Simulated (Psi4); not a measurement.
Geometry relaxation of Si₂H₆ (part 3 of 3)

Si₂H₆, SMILES [SiH3][SiH3]; PBE0/def2-SVPD, RKS (Psi4 1.11). The geometry comes from this level: PBE0-D4/def2-TZVP.

Geometry of the input (Å):
```
Si -0.3405  0.4902  -1.0049
Si 0.3635  -0.5044  0.9910
H  0.8339  0.9482  -1.7949
H  -1.1129  -0.4839  -1.8219
H  -1.2080  1.6641  -0.7179
H  1.1390  0.4686  1.8063
H  1.2281  -1.6805  0.7040
H  -0.8110  -0.9592  1.7826
```

**Output, continued**
```
 ------------------------------------------------------------------------------------

 L = 1.  Multiply by 2.5417464519 to convert [e a0] to [Debye]
 Dipole X            :         -0.0000220            0.0000133           -0.0000087
 Dipole Y            :         -0.0000255            0.0000184           -0.0000070
 Dipole Z            :          0.0000043           -0.0000027            0.0000016
 Magnitude           :                                                    0.0000113

 ------------------------------------------------------------------------------------

	total time  =          4 seconds =       0.07 minutes

         ------------------------------------------------------------
                                   SCF GRAD
         ------------------------------------------------------------

  ==> Geometry <==

    Molecular point group: c1
    Full point group: C1

    Geometry (in Angstrom), charge = 0, multiplicity = 1:

       Center              X                  Y                   Z               Mass
    ------------   -----------------  -----------------  -----------------  -----------------
         SI          -0.000000255668    -0.000000354394    -1.172940295471    27.976926534650
         SI          -0.000000255668    -0.000000354394     1.172940400965    27.976926534650
         H           -0.000000255668     1.402537703600    -1.691395300897     1.007825032230
         H            1.214623081069    -0.701269306892    -1.691419340597     1.007825032230
         H           -1.214643843261    -0.701252825024    -1.691395692976     1.007825032230
         H           -1.213358676319     0.703476725579     1.691395492474     1.007825032230
         H            1.215890492573     0.699067303915     1.691419125017     1.007825032230
         H           -0.002496603865    -1.402539925446     1.691392788481     1.007825032230

  Nuclear repulsion =   90.413107623000400

  ==> Basis Set <==

  Basis Set: DEF2-SVPD
    Blend: DEF2-SVPD
    Number of shells: 44
    Number of basis functions: 96
    Number of Cartesian functions: 100
    Spherical Harmonics?: true
    Max angular momentum: 2

  ==> DFJKGrad: Density-Fitted SCF Gradients <==

    Gradient:                    1
    J tasked:                  Yes
    K tasked:                  Yes
    wK tasked:                  No
    Integrals threads:           1
    Memory [MiB]:             1144
    Schwarz Cutoff:          1E-12
    Fitting Condition:       1E-10

   => Auxiliary Basis Set <=

  Basis Set: (DEF2-SVPD AUX)
    Blend: DEF2-UNIVERSAL-JKFIT
    Number of shells: 112
    Number of basis functions: 364
    Number of Cartesian functions: 430
    Spherical Harmonics?: true
    Max angular momentum: 4

  ==> DFT Potential <==

   => LibXC <=

    Version 7.1.2

   => Composite Functional: PBE0 <=

    PBE0 Hyb-GGA Exchange-Correlation Functional

    Deriv               =              1
    GGA                 =           TRUE
    Meta                =          FALSE

    Exchange Hybrid     =           TRUE
    MP2 Hybrid          =          FALSE

   => Exchange Functionals <=

    0.7500   Perdew, Burke & Ernzerhof

   => Exact (HF) Exchange <=

    0.2500               HF

   => Correlation Functionals <=

    1.0000   Perdew, Burke & Ernzerhof

   => LibXC Density Thresholds  <==

    XC_HYB_GGA_XC_PBEH:  1.00E-15

   => Molecular Quadrature <=

    Radial Scheme          =       TREUTLER
    Pruning Scheme         =           NONE
    Nuclear Scheme         =       TREUTLER

    Blocking Scheme        =         OCTREE
    BS radius alpha        =              1
    Pruning alpha          =              1
    Radial Points          =             75
    Spherical Points       =            302
    Total Points           =         174418
    Total Blocks           =           1367
    Max Points             =            256
    Max Functions          =             95
    Weights Tolerance      =       1.00E-15

  -Total Gradient:
     Atom            X                  Y                   Z
    ------   -----------------  -----------------  -----------------
       1        0.000000115440    -0.000000855565     0.000370643976
       2       -0.000001250232     0.000000485732    -0.000370817198
       3       -0.000001065493     0.000215543886    -0.000068045551
       4        0.000186944731    -0.000105317339    -0.000068538691
       5       -0.000185511787    -0.000108106300    -0.000069242598
       6       -0.000185148213     0.000110325135     0.000068141581
       7        0.000186536735     0.000104553759     0.000069844767
       8       -0.000000742032    -0.000216655708     0.000068018974

	total time  =          1 seconds =       0.02 minutes

    			-----------------------------------------

    			 OPTKING 3.0: for geometry optimizations

    			        with contributions from

    			-----------------------------------------

	                            ===> Fragment 1 <==

	 Z (Atomic Numbers)          Masses                          Geom
	      14.000000            27.976927         -0.00000048 -0.00000067 -2.21653592
	      14.000000            27.976927         -0.00000048 -0.00000067  2.21653612
	       1.000000             1.007825         -0.00000048  2.65041214 -3.19627389
	       1.000000             1.007825          2.29530497 -1.32520693 -3.19631932
	       1.000000             1.007825         -2.29534420 -1.32517578 -3.19627463
	       1.000000             1.007825         -2.29291559  1.32937835  3.19627425
	       1.000000             1.007825          2.29770003  1.32104575  3.19631891
	       1.000000             1.007825         -0.00471790 -2.65041634  3.19626914

	 - Coordinate -           - BOHR/RAD -       - ANG/DEG -
	 R(1,2)           =         4.433072           2.345881
	 R(1,3)           =         2.825699           1.495295
	 R(1,4)           =         2.825699           1.495295
	 R(1,5)           =         2.825700           1.495296
	 R(2,6)           =         2.825703           1.495297
	 R(2,7)           =         2.825697           1.495295
	 R(2,8)           =         2.825704           1.495298
	 B(1,2,6)         =         1.924872         110.287054
	 B(1,2,7)         =         1.924890         110.288059
	 B(1,2,8)         =         1.924870         110.286934
	 B(2,1,3)         =         1.924873         110.287078
	 B(2,1,4)         =         1.924890         110.288060
	 B(2,1,5)         =         1.924873         110.287087
	 B(3,1,4)         =         1.896175         108.642846
	 B(3,1,5)         =         1.896170         108.642546
	 B(4,1,5)         =         1.896181         108.643144
	 B(6,2,7)         =         1.896164         108.642208
	 B(6,2,8)         =         1.896213         108.645028
	 B(7,2,8)         =         1.896152         108.641483
	 D(3,1,2,6)       =         1.045380          59.895836
	 D(3,1,2,7)       =        -1.049005         -60.103560
	 D(3,1,2,8)       =         3.139813         179.898021
	 D(4,1,2,6)       =         3.139778         179.896043
	 D(4,1,2,7)       =         1.045394          59.896646
	 D(4,1,2,8)       =        -1.048974         -60.101773
	 D(5,1,2,6)       =        -1.049002         -60.103373
	 D(5,1,2,7)       =         3.139799         179.897230
	 D(5,1,2,8)       =         1.045431          59.898811

	        --- Internal Coordinate Step in ANG or DEG, aJ/ANG or AJ/DEG ---
	-------------------------------------------------------------------------------
	           Coordinate      Previous         Force          Change          New
	           ----------      --------        ------          ------        ------
	               R(1,2)       2.34588        0.00136        0.00063       2.34651
	               R(1,3)       1.49530       -0.00186       -0.00062       1.49468
	               R(1,4)       1.49530       -0.00185       -0.00062       1.49468
	               R(1,5)       1.49530       -0.00186       -0.00062       1.49468
	               R(2,6)       1.49530       -0.00186       -0.00062       1.49468
	               R(2,7)       1.49529       -0.00185       -0.00062       1.49468
	               R(2,8)       1.49530       -0.00187       -0.00062       1.49468
	             B(1,2,6)     110.28705        0.00000        0.00491     110.29197
	             B(1,2,7)     110.28806        0.00000        0.00429     110.29235
	             B(1,2,8)     110.28693        0.00000        0.00501     110.29195
	             B(2,1,3)     110.28708        0.00000        0.00497     110.29205
	             B(2,1,4)     110.28806        0.00000        0.00464     110.29270
	             B(2,1,5)     110.28709        0.00000        0.00450     110.29158
	             B(3,1,4)     108.64285       -0.00000       -0.00470     108.63815
	             B(3,1,5)     108.64255       -0.00000       -0.00479     108.63776
	             B(4,1,5)     108.64314       -0.00000       -0.00504     108.63811
	             B(6,2,7)     108.64221       -0.00000       -0.00448     108.63773
	             B(6,2,8)     108.64503       -0.00000       -0.00599     108.63903
	             B(7,2,8)     108.64148       -0.00000       -0.00417     108.63732
	           D(3,1,2,6)      59.89584        0.00000        0.03330      59.92914
	           D(3,1,2,7)     -60.10356        0.00000        0.03298     -60.07058
	           D(3,1,2,8)     179.89802        0.00000        0.03220     179.93022
	           D(4,1,2,6)     179.89604        0.00000        0.03361     179.92966
	           D(4,1,2,7)      59.89665        0.00000        0.03329      59.92994
	           D(4,1,2,8)     -60.10177        0.00000        0.03251     -60.06926
	           D(5,1,2,6)     -60.10337        0.00000        0.03319     -60.07018
	           D(5,1,2,7)     179.89723        0.00000        0.03287     179.93010
	           D(5,1,2,8)      59.89881        0.00000        0.03210      59.93091
	-------------------------------------------------------------------------------

	                                 ==> Convergence Check <==

	Measures of convergence in internal coordinates in au.

	Criteria marked as inactive (o), active & met (*), and active & unmet ( ).

	----------------------------------------------------------------------------------------------
	   Step    Total Energy     Delta E     Max Force     RMS Force      Max Disp      RMS Disp
	----------------------------------------------------------------------------------------------
	  Convergence Criteria     1.00e-06 *    3.00e-04 *             o    1.20e-03 *             o
	----------------------------------------------------------------------------------------------
	     2    -582.13849531   -1.13e-04      2.26e-04 *    1.09e-04 o    1.19e-03 *    6.73e-04 o  ~
	----------------------------------------------------------------------------------------------

Next Geometry in Ang
	Fragment 1 (Ang)

	   Si   0.0000020141   0.0000034770  -1.1732563617
	   Si   0.0000022014  -0.0000008611   1.1732560529
	    H   0.0004027274   1.4019170583  -1.6916159036
	    H   1.2138832081  -0.7013076355  -1.6916361277
	    H  -1.2143023442  -0.7005923980  -1.6916082448
	    H  -1.2130227738   0.7028033873   1.6916180355
	    H   1.2151544701   0.6991097031   1.6916266655
	    H  -0.0021058198  -1.4019137642   1.6916130610

    Final optimized geometry and variables:
    Molecular point group: c1
    Full point group: C1

    Geometry (in Angstrom), charge = 0, multiplicity = 1:

    SI
    SI            1          R2
    H             1          R3      2          A3
    H             1          R4      3          A4      2          D4
    H             1          R5      4          A5      3          D5
    H             2          R6      1          A6      4          D6
    H             2          R7      6          A7      1          D7
    H             2          R8      6          A8      7          D8

    A3        =  110.2870777635
    A4        =  108.6428460304
    A5        =  108.6431442753
    A6        =  110.2870540744
    A7        =  108.6422077712
    A8        =  108.6450281450
    D4        = -120.9876544725
    D5        =  118.0257003642
    D6        =  179.8960431429
    D7        =  120.9872333494
    D8        =  118.0251300814
    R2        =    2.3458806964
    R3        =    1.4952954881
    R4        =    1.4952954605
    R5        =    1.4952959813
    R6        =    1.4952974089
    R7        =    1.4952946498
    R8        =    1.4952980834

  Variable Map:
  ----------------------------------------------------------------------------
  "CURRENT ENERGY"              =>    -582.138495307991
  "CURRENT REFERENCE ENERGY"    =>    -582.138495307991
  "DD SOLVATION ENERGY"         =>       0.000000000000
  "DFT FUNCTIONAL TOTAL ENERGY" =>    -582.138495307991
  "DFT TOTAL ENERGY"            =>    -582.138495307991
  "DFT VV10 ENERGY"             =>       0.000000000000
  "DFT XC ENERGY"               =>     -33.050214367857
  "GRID ELECTRONS ALPHA"        =>      16.999998114688
  "GRID ELECTRONS BETA"         =>      16.999998114688
  "GRID ELECTRONS TOTAL"        =>      33.999996229377
  "NUCLEAR REPULSION ENERGY"    =>      90.413107623000
  "ONE-ELECTRON ENERGY"         =>    -985.589213741732
  "OPTIMIZATION ITERATIONS"     =>       2.000000000000
  "PCM POLARIZATION ENERGY"     =>       0.000000000000
  "PE ENERGY"                   =>       0.000000000000
  "SCF ITERATION ENERGY"        =>    -582.138495307991
  "SCF ITERATIONS"              =>       6.000000000000
  "SCF TOTAL ENERGY"            =>    -582.138495307991
  "TWO-ELECTRON ENERGY"         =>     346.087825178598
  "XC GRID RADIAL POINTS"       =>      75.000000000000
  "XC GRID SPHERICAL POINTS"    =>     302.000000000000
  "XC GRID TOTAL POINTS"        =>  174418.000000000000

  Array Variable Map:
  ----------------------------------------------------------------------------
  "CURRENT DIPOLE"              =>      -0.000008655679 ... 0.000001555770 1 by 3
  "CURRENT GRADIENT"            =>       0.000000115440 ... 0.000068018974 8 by 3
  "DFT TOTAL GRADIENT"          =>       0.000000115440 ... 0.000068018974 8 by 3
  "SCF DIPOLE"                  =>      -0.000008655679 ... 0.000001555770 1 by 3
  "SCF TOTAL ENERGIES"          =>    -582.128535669149 ... -582.138495307991 1 by 7
  "SCF TOTAL GRADIENT"          =>       0.000000115440 ... 0.000068018974 8 by 3

    Psi4 run time: 0:00:11.34
```

**Standard output**
```
Optimizer: Optimization complete!
```

**Trajectory as extended XYZ (Å, eV, eV/Å), 2 frames, from step=0 to step=1**
```
8
Properties=species:S:1:pos:R:3:forces:R:3 step=0 energy=-15840.79237
Si   -0.3405    0.4902   -1.0049    0.0136  -0.0180   0.0361
Si    0.3635   -0.5044    0.9910   -0.0126   0.0169  -0.0373
H     0.8339    0.9482   -1.7949    0.1016   0.0403  -0.0698
H    -1.1129   -0.4839   -1.8219   -0.0681  -0.0844  -0.0723
H    -1.2080    1.6641   -0.7179   -0.0761   0.1032   0.0239
H     1.1390    0.4686    1.8063    0.0684   0.0849   0.0728
H     1.2281   -1.6805    0.7040    0.0756  -0.1025  -0.0239
H    -0.8110   -0.9592    1.7826   -0.1024  -0.0404   0.0704
8
Properties=species:S:1:pos:R:3:forces:R:3 step=1 energy=-15840.79544
Si   -0.3416    0.4918   -1.0081   -0.0057   0.0081  -0.0163
Si    0.3646   -0.5060    0.9942    0.0057  -0.0082   0.0163
H     0.8386    0.9522   -1.8023   -0.0095  -0.0034   0.0057
H    -1.1181   -0.4872   -1.8295    0.0058   0.0080   0.0060
H    -1.2136    1.6718   -0.7199    0.0067  -0.0090  -0.0027
H     1.1432    0.4722    1.8144   -0.0061  -0.0079  -0.0059
H     1.2346   -1.6875    0.7060   -0.0066   0.0091   0.0027
H    -0.8157   -0.9642    1.7896    0.0096   0.0034  -0.0058
```

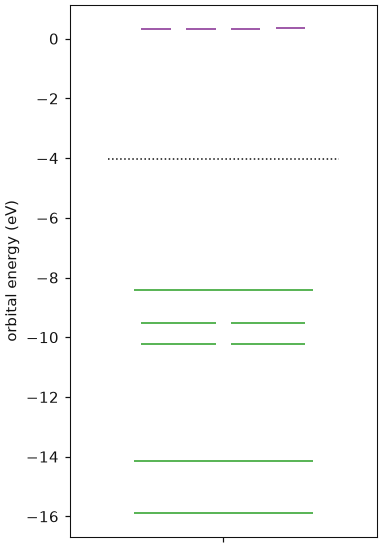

**Figure 1.** Orbital energies near the frontier; the dotted line parts filled from empty levels, and levels within 0.02 eV of each other stand side by side. Highest filled −8.40 eV, lowest empty 0.33 eV, 8.73 eV apart.

**Summary**

```json
{"quantity": "outcome", "value": "converged"}
{"quantity": "total energy", "value": "−582.138495 hartree"}
{"quantity": "basis functions", "value": "96"}
{"quantity": "HOMO", "value": "−8.40 eV"}
{"quantity": "LUMO", "value": "0.33 eV"}
{"quantity": "dipole moment", "value": "0.00 D"}
{"quantity": "hardware", "value": "1 thread of Intel Xeon (Sapphire Rapids), 32 GiB of memory available, shared host"}
{"quantity": "wall time", "value": "13 s"}
{"quantity": "peak memory", "value": "0.71 GiB"}
```
